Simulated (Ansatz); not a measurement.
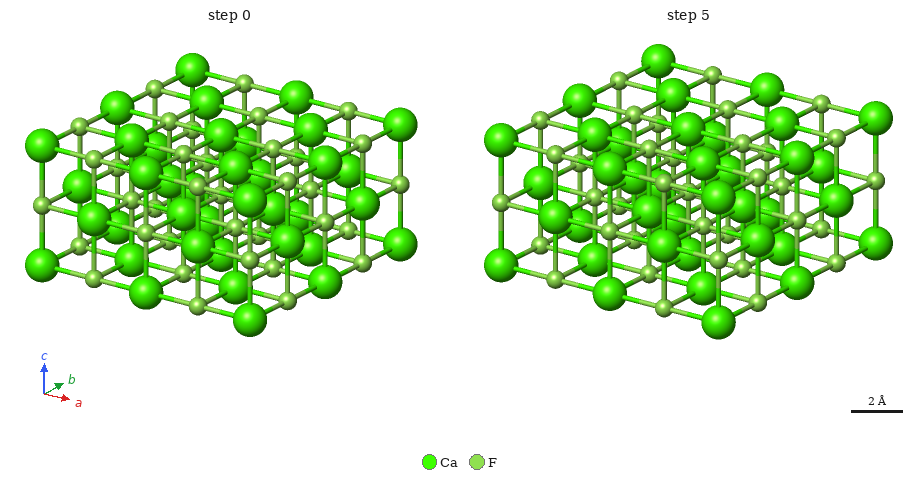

The structure of crystalline CaF (a generated structure, set up in Fm-3m) (coarse preliminary run) before (left) and after (right) a relaxation, at one scale.

A ball-and-stick model of the conventional cell (4 times the calculation's cell), repeated 2 × 2 × 1 with one cell outlined, seen from a free direction. Lengths and directions refer to the drawn axes.

All numbers below come from DFT PBE, scalar-relativistic, plane waves, PAW in Ansatz 0.2.0. Set-up: plane-wave cutoff 420 eV; k-point mesh 6 × 6 × 6; occupations gaussian; smearing width 0.1 eV; no spin polarisation; cell and atoms relaxed; force threshold 0.04 eV/Å; at most 70 steps.

> What changed between the two?

Over 3 accepted moves (5 points after the start) the energy falls by 98.5 meV per cell of the calculation. All forces vanish by symmetry, so only the cell relaxes. The pressure goes from 7.50 to 0.22 GPa. At 2 points the geometry stayed and the basis and grid were re-selected for the new cell (energy shift of 20.5 meV per cell of the calculation at most each time). No atom moves by more than 0.005 Å relative to the cell. Cell: a = b = c 5.049 → 5.281 Å (+4.6 %). Volume +14.4 %. Among the contacts that change: Ca–F 2.525 → 2.641 Å. The space group stays Fm-3m (No. 225).
